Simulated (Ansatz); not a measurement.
# AlRu, pressure series

Base system: AlRu in the CsCl type structure (space group Pm-3m, No. 221; a = 2.9539 Å).

Cell and atoms are relaxed at each pressure.

Computed with LDA/PAW in Ansatz (a program for electronic structure), no spin-orbit coupling.

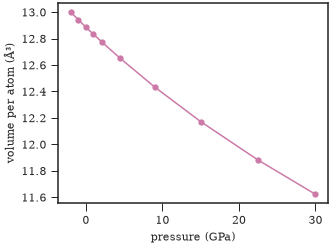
Volume per atom against pressure

From the plot, what is the volume per atom for pressure 2.1 GPa?

About 12.8 Å³.

Is the trend monotonic over the range shown?

Yes, it falls throughout, spanning 11.62 Å³ to 13.00 Å³.

Load acts through the strain it causes; cell and atoms are relaxed under it. No phonon test of stability was made. No other phases were tried under pressure. All final runs are without spin polarisation.
